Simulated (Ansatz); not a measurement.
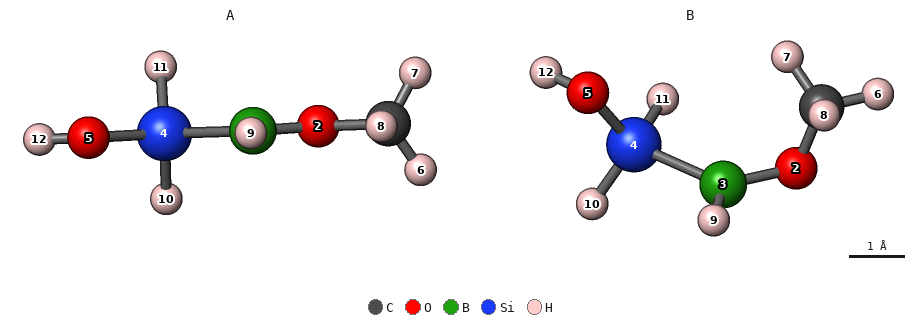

Two geometries of CH7BO2Si, drawn at one scale. One is the start of a relaxation, the other its converged end. The picture is a ball-and-stick view, seen at a tilt.

The calculation used RKS PBE0-D4/6-31G in Ansatz 0.2.0. Settings: no spin polarisation; force threshold 0.015 eV/Å; at most 40 steps.

Question: Which of the two is the end point?

Answer: Structure A is the relaxed one. The run prepares an end point of a later path (torsion) calculation, from a guessed geometry. The atom that moves furthest after the best rigid fit is an H atom (1.66 Å). Largest moves by element: H 1.66 Å, O 1.11 Å, B 1.01 Å, C 0.58 Å, Si 0.28 Å. Near-neighbour distances that change, for instance: H–Si 1.408 → 1.516 Å, B–O 1.466 → 1.363 Å, C–O 1.360 → 1.448 Å, B–H 1.123 → 1.202 Å. Among the angles between lasting bonds that change: Si–O–H 102.7° → 122.1°, C–O–B 108.9° → 124.3°, Si–B–H 117.9° → 124.5°. Groups turn about B–O by about 90°, C–O by about 60°, B–Si by about 60°. Over 31 accepted moves (34 points after the start) the energy falls by 40.6 kcal/mol. Largest force component: 3.2 eV/Å at the start, 0.0059 eV/Å at the end. The line search rejected the trial steps at points 9, 15, 26 of the run. The forces were under the threshold at step 28, but the run went on from there. Cost: 110 s on 1 thread of Intel(R) Xeon(R) Platinum 8488C (Sapphire Rapids) (shared host), peak memory 0.18 GiB.
